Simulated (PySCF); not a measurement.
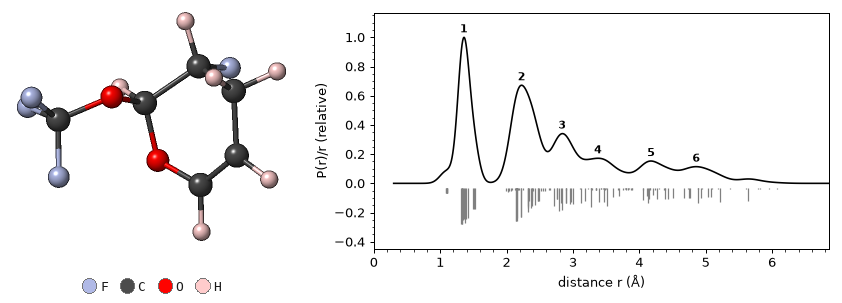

Simulated gas electron diffraction: radial distribution curve of C₆H₆F₄O₂. Each pair of atoms contributes with weight ZᵢZⱼ/r (bars below the curve); damping constant 0.002 Å²; vibrational amplitudes assumed, not computed: 0.05 Å for bonds, 0.078 Å for bonds to H, 0.06 + 0.015 r up to 0.15 Å for other pairs. The geometry is the end point of an optimisation (PBE0-D3(BJ)/def2-SVP geometry optimisation, gas phase in PySCF); it may be a saddle point or a higher isomer. SMILES: F[C@@H]1CC=CO[C@H]1OC(F)(F)F.

**Read the positions of the numbered peaks and name the main pairs (– for bonds).**

Peak 1, 1.36 Å: F–C 1.32–1.37 Å (×4), C–C 1.33–1.52 Å (×4), O–C 1.35–1.42 Å (×4), not resolved
Peak 2, 2.23 Å: F···F 2.15–2.16 Å (×3), F···O 2.15–2.23 Å (×3), F···C 2.32–2.37 Å (×2), O···C 2.33–2.42 Å (×3), C···C 2.34–2.49 Å (×5), not resolved
Peak 3, 2.84 Å: F···C 2.71–3.00 Å (×3), C···C 2.75–2.76 Å (×2), F···O 2.79–2.83 Å (×2), O···C 2.83–2.97 Å (×4), not resolved
Peak 4, 3.38 Å: C···H 3.22–3.49 Å (×8), F···O 3.27–3.52 Å (×2), F···C 3.39–3.47 Å (×2), C···C 3.61 Å, not resolved
Peak 5, 4.18 Å: F···H 3.89–4.38 Å (×6), F···C 4.06–4.50 Å (×6), C···C 4.11–4.21 Å (×2), F···O 4.14 Å, not resolved
Peak 6, 4.86 Å: F···C 4.67–5.09 Å (×6), F···F 4.88 Å, not resolved; in its flanks F···F 5.22 Å
